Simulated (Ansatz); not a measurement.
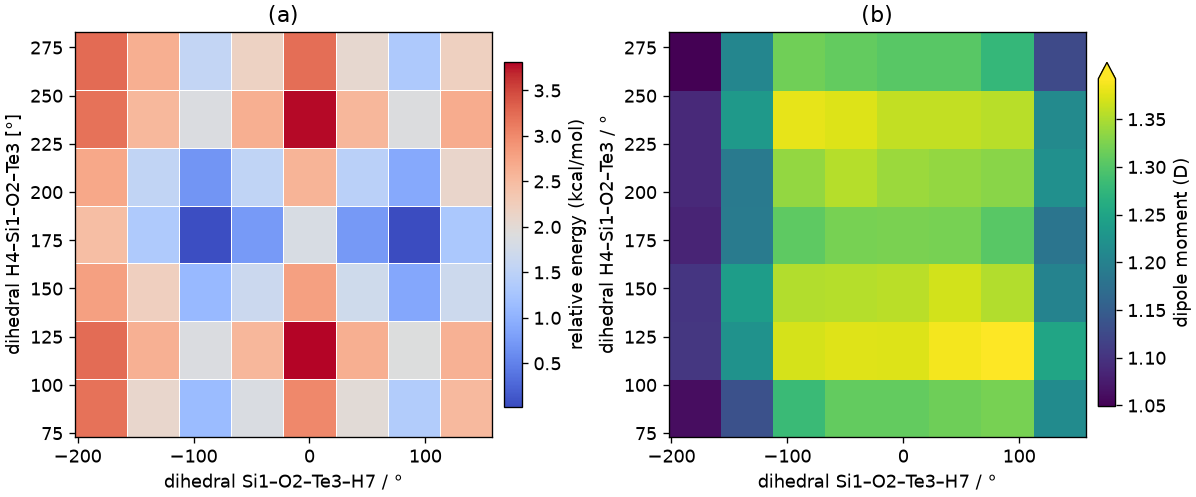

H₄OSiTe, SMILES [SiH3]O[TeH]. First axis: dihedral Si1–O2–Te3–H7. Second axis: dihedral H4–Si1–O2–Te3. Nothing is relaxed (all other coordinates rigid). Grid: 8 × 7 points. Points are written as (first, second). Energies: kcal/mol, counted from the relaxed molecule at the same level. All numbers below come from RHF-MP2, frozen core/def2-TZVP in Ansatz 0.2.0.

Panel (a) is the energy; panel (b) is the computed dipole moment, in D.

The picture shows one coloured cell a grid point.

**How does the dipole moment vary over the map, and what is it at the lowest grid point?**

Leaving out the highest fifth of the energies, it runs from 1.08 D at (−180°, 178°) to 1.39 D at (90°, 118°). At the lowest grid point, (90°, 178°), it is 1.30 D.
